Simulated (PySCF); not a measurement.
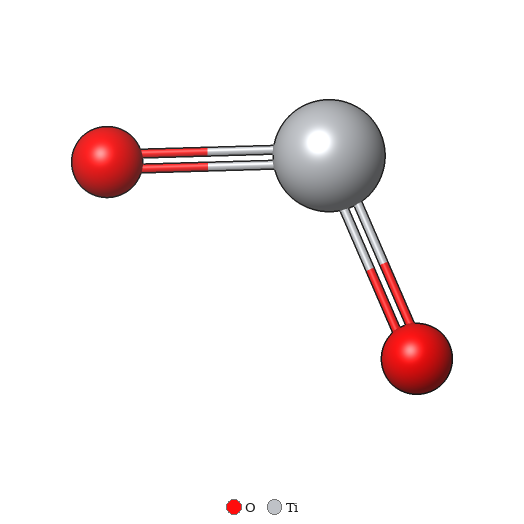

All atoms lie in one plane, which faces the viewer. Charge 0, singlet. The geometry was computed by an optimisation with PBE0-D3(BJ)/def2-TZVP. No frequency run is at hand to confirm it as a minimum.

List the symmetry elements and name the point group.

Answer. It has 1 C2 axis and 2 mirror planes, so the point group is C2v. The group has 4 operations. The geometry is achiral, and symmetry allows a dipole moment.
